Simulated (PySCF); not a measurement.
C3H11FO2Si2

```xyz
19

C    -2.8468   -1.3369    0.2661
O    -2.2285   -0.0803    0.2386
Si   -0.9605    0.3672   -0.6607
C    -0.5525    2.0824    0.0629
F     0.5428    2.6229   -0.5870
O     0.2623   -0.6709   -0.4797
Si    1.8270   -1.1283   -0.3381
C     2.8069    0.1884    0.6046
H    -3.4499   -1.4815   -0.6323
H    -3.4892   -1.3758    1.1459
H    -2.1013   -2.1318    0.3201
H    -1.2366    0.4101   -2.0935
H    -1.3656    2.7973   -0.0697
H    -0.2902    2.0515    1.1231
H     1.7273   -2.3923    0.3979
H     2.3191   -1.3086   -1.7050
H     3.8684   -0.0404    0.6207
H     2.6844    1.1649    0.1420
H     2.4732    0.2713    1.6364
```

Geometry: GFN2-xTB.

Computed with PBE0/pcSseg-1, SCF density, gas phase, non-relativistic (PySCF 2.14.0).

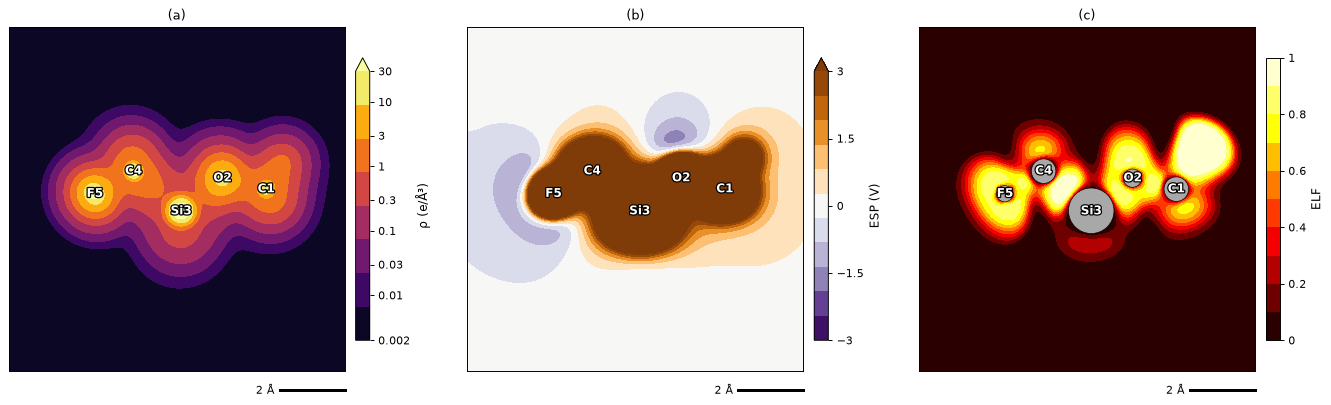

Figure 1. (a) electron density; (b) electrostatic potential; (c) ELF on the plane of atoms O2, Si3 and C4. Grey discs cover the atomic cores in the ELF map.

### What do the fields say about this system?

- The section cuts through C, O, Si and F sites.
- C–F (1.38 Å): the density is about 2 e/Å³ at the midpoint, with its minimum of 1.6 e/Å³ about 0.5 Å from C; the ELF peaks at about 0.85 between the atoms: a shared but strongly polarised pair.
- C–O (1.40 Å): the density is about 2 e/Å³ at the midpoint, with its minimum of 1.7 e/Å³ about 0.5 Å from C; the ELF peaks at about 0.90 between the atoms, as expected for a shared but strongly polarised pair.
- Si–O (1.62 Å): ρ at the midpoint is about 1.2 e/Å³; the ELF peaks at about 0.85 between the atoms; a short, strongly polar bond.
- C–Si (1.91 Å): the density is about 0.98 e/Å³ at the midpoint; the ELF peaks at about 1 between the atoms: localised, covalent bonding.
- The ELF also peaks beside F5 and O2, away from the bonds: lone-pair regions.
- Outside the dense part of the molecule the potential is most negative (−1.6 V) near O2.

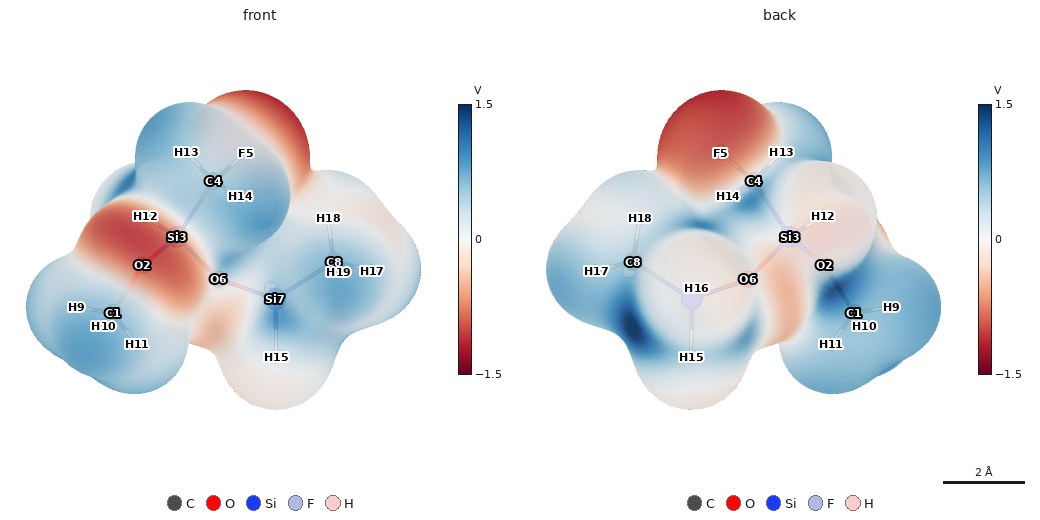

Figure 2. The molecular electrostatic potential painted on the density surface at 0.002 e/bohr³, seen from the front and from behind; red is negative and blue positive.

### Where is the surface potential most negative and most positive?

The most negative region (about −1.1 V) lies over O2 and F5, the most positive (about +1.4 V) over Si3 and Si7.

### How polar is the molecule by this calculation?

Its dipole moment is 1.69 D.
